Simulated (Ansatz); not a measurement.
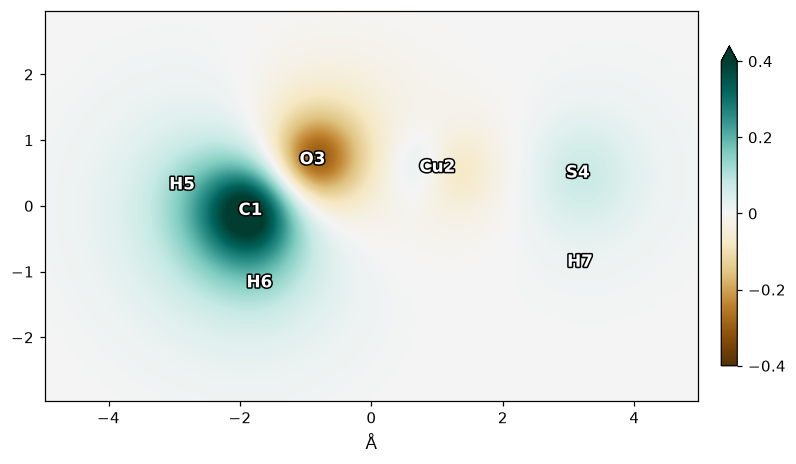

Figure 1: CH3CuOS (SMILES C=[O+][Cu-][SH]). The LUMO on a plane 0.8 Å above the molecular plane (values in Å⁻³ᐟ²; the overall sign is arbitrary).

Geometry: B3LYP-D3(BJ)/def2-SVP.

Theory: Ansatz 0.2.0, isolated molecule in a Gaussian basis; Kohn-Sham density functional theory, functional PBE0.

```xyz
7

C     0.5070   -0.7826    0.1077
Cu   -1.0138    1.7082    0.1287
O    -0.1482    0.0949    0.6474
S    -1.9999    3.5290   -0.4104
H     0.8912   -1.6353    0.7029
H     0.7397   -0.7626   -0.9769
H    -1.6483    3.4381   -1.7179
```

> Describe this orbital and give its energy.

Its weight (Hirshfeld) is mainly on C1 (about 50 %), O3 (about 30 %), H5 (about 5 %) and H6 (about 5 %); it changes sign across the molecular plane (π type); π-antibonding (a node) across C1–O3. Its energy is −3.10 eV.
